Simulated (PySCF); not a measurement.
**C4H5Al: a look at the electrons**

Aim: take C4H5Al and treat its π system by CASSCF and NEVPT2, probe its ring current by NICS and pull one bond apart with RHF, UHF and CASSCF.

Method: levels as typed in each script, gas phase, geometry from GFN2-xTB; program: PySCF 2.14.0.

### Step 1. Starting geometry

SMILES `[AlH]1C=CC=C1`, 10 atoms, charge 0, spin multiplicity 1.

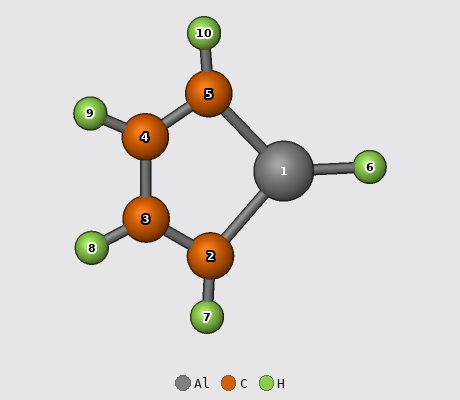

The structure; aluminium grey, carbon orange, hydrogen green; atoms are numbered from 1 in the order of the file.

As a file:

```mol
C4H5Al
  3D, bonds by distance, orders not assigned

 10 10  0  0  0  0  0  0  0  0999 V2000
   -1.2831    0.0001    0.0000 Al  0  0
    0.0480    1.4483    0.0000 C   0  0
    1.1951    0.7319    0.0000 C   0  0
    1.1947   -0.7324    0.0000 C   0  0
    0.0471   -1.4482    0.0000 C   0  0
   -2.8249    0.0021    0.0000 H   0  0
    0.1216    2.5305    0.0000 H   0  0
    2.1772    1.1980    0.0000 H   0  0
    2.1765   -1.1991    0.0000 H   0  0
    0.1202   -2.5304    0.0000 H   0  0
  1  2  8  0
  2  3  8  0
  3  4  8  0
  4  5  8  0
  1  6  8  0
  2  7  8  0
  3  8  8  0
  4  9  8  0
  5 10  8  0
  1  5  8  0
M  END
```

### Step 2. The π active space (6-311+g**)

File input.py:

```python
import numpy as np
from pyscf import gto, scf, dft, mcscf, mrpt
from pyscf.mcscf import avas

def solve(mol, dm0=None, hcore=None):
    mf = scf.ROHF(mol) if mol.spin else scf.RHF(mol)
    mf = mf.density_fit(auxbasis='def2-universal-jkfit')
    mf.conv_tol, mf.max_cycle = 1e-8, 80
    if hcore is not None:
        mf.get_hcore = lambda *args: hcore
    mf.kernel(dm0)
    if not mf.converged:
        mf = mf.newton().run(mf.mo_coeff, mf.mo_occ, max_cycle=30)
    assert mf.converged, 'SCF not converged'
    return mf

mol = gto.M(atom='''
Al    -1.28306     0.00008     0.00000
C      0.04796     1.44830     0.00000
C      1.19506     0.73188     0.00000
C      1.19466    -0.73238     0.00000
C      0.04715    -1.44817     0.00000
H     -2.82490     0.00211     0.00000
H      0.12165     2.53048     0.00000
H      2.17720     1.19803     0.00000
H      2.17654    -1.19908     0.00000
H      0.12024    -2.53038     0.00000
''', basis='6-311+g**', charge=0, spin=0, verbose=4)
mf = solve(mol)
ncas, nel, orbs = avas.avas(mf, ['C 2pz'], threshold=0.5, openshell_option=3)
print('active space', nel, ncas)
assert 2 <= ncas <= 10, 'active space too large or empty'
mc = mcscf.CASSCF(mf, ncas, nel)
mc.natorb, mc.max_cycle_macro = True, 60
mc.fix_spin_(ss=mol.spin / 2 * (mol.spin / 2 + 1))
mc.kernel(orbs)
occ = mc.mo_occ[mc.ncore:mc.ncore + ncas]
print('natural occupations', occ.round(4))
e2 = mrpt.NEVPT(mc).kernel()
out = dict(c=mc.mo_coeff[:, mc.ncore:mc.ncore + ncas], occ=occ, e=mc.e_tot, e2=e2, ehf=mf.e_tot, ok=mc.converged, nel=nel, w0=abs(mc.ci).max() ** 2, dm=mc.make_rdm1())
# the other spin state at the same geometry
other = mol.copy().set(spin=2).build()
mo = scf.ROHF(other).density_fit(auxbasis='def2-universal-jkfit').run()
na = (nel + other.spin) // 2
m2 = mcscf.CASSCF(mo, ncas, (na, nel - na))
m2.natorb = True
m2.fix_spin_(ss=other.spin / 2 * (other.spin / 2 + 1))
m2.kernel(mc.mo_coeff)
e2o = mrpt.NEVPT(m2).kernel()
print('other state above this one / eV: CASSCF', (m2.e_tot - mc.e_tot) * 27.211386, 'NEVPT2', (m2.e_tot + e2o - mc.e_tot - e2) * 27.211386)
np.savez('result.npz', eo=m2.e_tot, e2o=e2o, oko=m2.converged, occo=m2.mo_occ[mc.ncore:mc.ncore + ncas], co=m2.mo_coeff[:, mc.ncore:mc.ncore + ncas], **out)
```

Launch:

```console
OMP_NUM_THREADS=1 python input.py
```

### Step 4. Ring currents (B3LYP/def2-svp)

File input.py:

```python
import numpy as np
from pyscf import gto, scf, dft
from pyscf.prop import nmr
from pyscf.data import nist

def solve(mol, dm0=None, hcore=None):
    mf = (dft.UKS if mol.spin else dft.RKS)(mol, xc='b3lyp')
    mf.grids.level = 3
    mf.conv_tol, mf.max_cycle = 1e-8, 80
    if hcore is not None:
        mf.get_hcore = lambda *args: hcore
    mf.kernel(dm0)
    if not mf.converged:
        mf = mf.newton().run(mf.mo_coeff, mf.mo_occ, max_cycle=30)
    assert mf.converged, 'SCF not converged'
    return mf

mol = gto.M(atom='''
Al    -1.28306     0.00008     0.00000
C      0.04796     1.44830     0.00000
C      1.19506     0.73188     0.00000
C      1.19466    -0.73238     0.00000
C      0.04715    -1.44817     0.00000
H     -2.82490     0.00211     0.00000
H      0.12165     2.53048     0.00000
H      2.17720     1.19803     0.00000
H      2.17654    -1.19908     0.00000
H      0.12024    -2.53038     0.00000
''', basis='def2-svp', charge=0, spin=0, verbose=4)
mf = solve(mol)
vxc = nmr.rks.get_vxc_giao  # smaller grid blocks
nmr.rks.get_vxc_giao = lambda *a, **k: vxc(*a, **{**k, 'max_memory': 300})
calc = nmr.RKS(mf)
calc.cphf = True
nuclei = calc.kernel()
mo1 = calc.mo10
# ring centres and points 1 angstrom above and below them
points = np.array([
    [0.2404, -0.0001, 0.0000],
    [0.2404, -0.0001, 1.0000],
    [0.2404, -0.0001, -1.0000],
]) / nist.BOHR
mol.atom_coord = lambda i, unit='Bohr': points[i]
idx = range(len(points))
sigma = (calc.dia(shielding_nuc=idx) + calc.para(mo10=mo1, shielding_nuc=idx)[0]) * nist.ALPHA**2 * 1e6
for p, t in zip(points, sigma):
    print('NICS at %8.4f %8.4f %8.4f  %8.2f ppm' % (*(p * nist.BOHR), -t.trace() / 3))
occ = mf.mo_coeff[:, mf.mo_occ > 0]
dm1 = np.array([mf.mo_coeff @ (2 * x) @ occ.T for x in mo1])
np.savez('result.npz', sigma=sigma, nuclei=nuclei, dm0=mf.make_rdm1(), dm1=dm1, e=mf.e_tot, eps=mf.mo_energy, occ=mf.mo_occ)
```

### Step 6. Stretching a bond (def2-svp)

File input.py:

```python
import numpy as np
from pyscf import gto, scf, mcscf

mol = gto.M(atom='''
Al    -1.28306     0.00008     0.00000
C      0.04796     1.44830     0.00000
C      1.19506     0.73188     0.00000
C      1.19466    -0.73238     0.00000
C      0.04715    -1.44817     0.00000
H     -2.82490     0.00211     0.00000
H      0.12165     2.53048     0.00000
H      2.17720     1.19803     0.00000
H      2.17654    -1.19908     0.00000
H      0.12024    -2.53038     0.00000
''', basis='def2-svp', charge=0, spin=0, verbose=4)
# stretch the bond between atoms 3 and 8, from long to short, fragments rigid
a, b, move = 2, 7, [7]
xyz = mol.atom_coords(unit='Angstrom')
u = xyz[b] - xyz[a]
r0 = np.linalg.norm(u)
rows, last, dm_u = [], None, None
for r in [3.0, 2.35, 1.93, 1.66, 1.44, 1.28, 1.18, 1.07, 0.98]:
    new = xyz.copy()
    new[move] += u / r0 * (r - r0)
    m = mol.set_geom_(new, unit='Angstrom', inplace=False)
    rhf = scf.RHF(m).density_fit(auxbasis='def2-universal-jkfit').run()
    uhf = scf.UHF(m).density_fit(auxbasis='def2-universal-jkfit').newton()
    if dm_u is None:
        c = rhf.mo_coeff
        h = m.nelectron // 2 - 1
        ca, cb = c.copy(), c.copy()
        ca[:, h], cb[:, h] = (c[:, h] + c[:, h + 1]) / 2**.5, (c[:, h] - c[:, h + 1]) / 2**.5
        dm_u = np.array([x[:, :h + 1] @ x[:, :h + 1].T for x in (ca, cb)])
    uhf.kernel(dm0=dm_u)
    for _ in range(3):
        c, _, stable, _ = uhf.stability(return_status=True)
        if stable:
            break
        uhf.kernel(c, uhf.mo_occ)
    dm_u = uhf.make_rdm1()
    mc = mcscf.CASSCF(rhf, 2, 2)
    mc.natorb = True
    mc.fix_spin_(ss=0)
    guess = mcscf.addons.make_natural_orbitals(uhf)[1] if last is None else mcscf.project_init_guess(mc, last.mo_coeff, last.mol)
    mc.kernel(guess)
    last = mc
    act = slice(mc.ncore, mc.ncore + mc.ncas)
    print('r %.3f  RHF %.6f  UHF %.6f  <S^2> %.3f  CASSCF %.6f  occupations' % (r, rhf.e_tot, uhf.e_tot, uhf.spin_square()[0], mc.e_tot), mc.mo_occ[act].round(4))
    rows.append((new, rhf.e_tot, uhf.e_tot, uhf.spin_square()[0], mc.e_tot, mc.mo_occ[act], mc.mo_coeff[:, act], dm_u[0] - dm_u[1], rhf.converged and uhf.converged and mc.converged))
    np.savez('result.npz', **{k: [row[i] for row in rows] for i, k in enumerate('xyz rhf uhf s2 cas occ c spin ok'.split())})
```

(Steps that only read results are left out.)

Q: Predict the outcome of this session. Wanted: triplet less singlet, CASSCF and NEVPT2; weight of the leading determinant; NICS(1)zz, 5-membered ring Al1/C2/C3/C4/C5.

As calculated:

| quantity | value |
| --- | --- |
| triplet less singlet, CASSCF and NEVPT2 (6-311+g**) | +2.61 and +2.48 eV |
| weight of the leading determinant | 0.91 |
| NICS(1)zz, 5-membered ring Al1/C2/C3/C4/C5 (B3LYP/def2-svp) | +16.0 ppm |
| cost of the stretch to 3.0 Å, CASSCF and RHF (def2-svp) | 4.3 and 7.2 eV |

**Reading.** The 5-membered ring Al1/C2/C3/C4/C5 is paratropic (antiaromatic). RHF rises too steeply at long distance, since it keeps both electrons in one orbital and so mixes in ionic fragments. All values hold at the given geometry, in the gas phase.
